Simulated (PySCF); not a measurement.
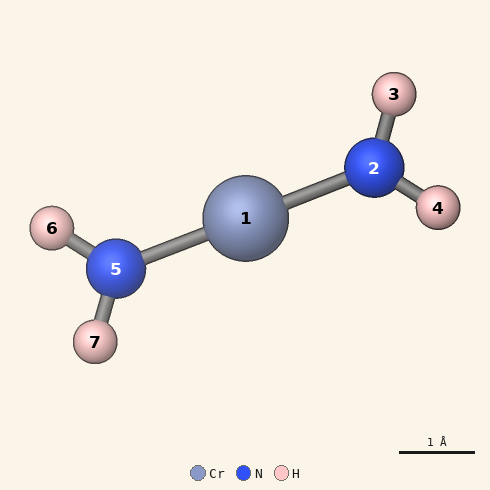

Orthographic view. Atoms fade into the background with distance from the viewer. The species is neutral and a spin quintet. The geometry was computed by an optimisation with PBE0-D3(BJ)/def2-SVP. No frequency run is at hand to confirm it as a minimum. Other spin states may lie lower.

Write a Z-matrix (Å, degrees) in the order of the atom numbers, with these reference atoms: 2 to 1; 3 to 2, 1; 4 to 2, 3, 1; 5 to 1, 3, 2; 6 to 5, 1, 3; 7 to 5, 6, 1.

```
Cr 
N    1   1.866
H    2   1.019   1   126.6
H    2   1.019   3   106.4   1  -177.3
N    1   1.866   3   161.2   2   169.8
H    5   1.019   1   126.7   3     9.9
H    5   1.019   6   106.4   1   177.3
```
